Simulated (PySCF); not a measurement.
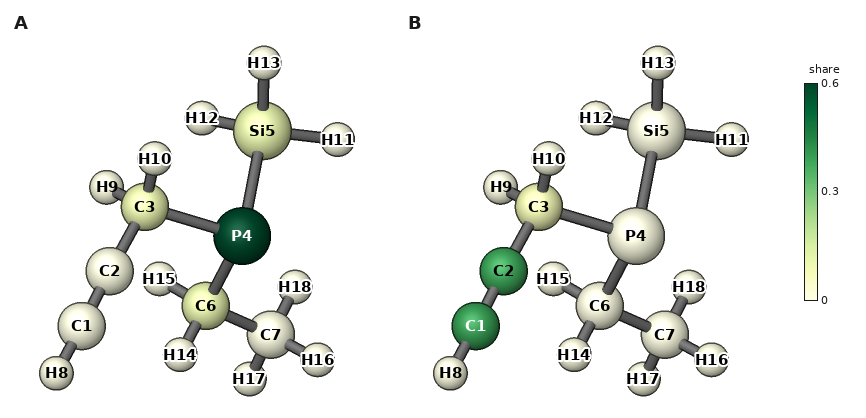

Each panel colours the atoms by their Löwdin share in one orbital (up to four of the largest shares; other atoms are shown as zero). The geometry was computed by an optimisation with GFN2-xTB. No frequency run is at hand to confirm it as a minimum. Computed with CAM-B3LYP/def2-SVPD (PySCF 2.14.0).

**The panels show the HOMO−2, HOMO, in some order. Which is which?**

A: HOMO, −8.03 eV; P4 0.59, Si5 0.10, C6 0.10, C3 0.09
B: HOMO−2, −9.28 eV; C1 0.40, C2 0.38, C3 0.08

The geometry is semi-empirical. Around P, Si such bond lengths and angles can be off by a tenth of an ångström or more and by several degrees, and values that hang on the shape move with them.
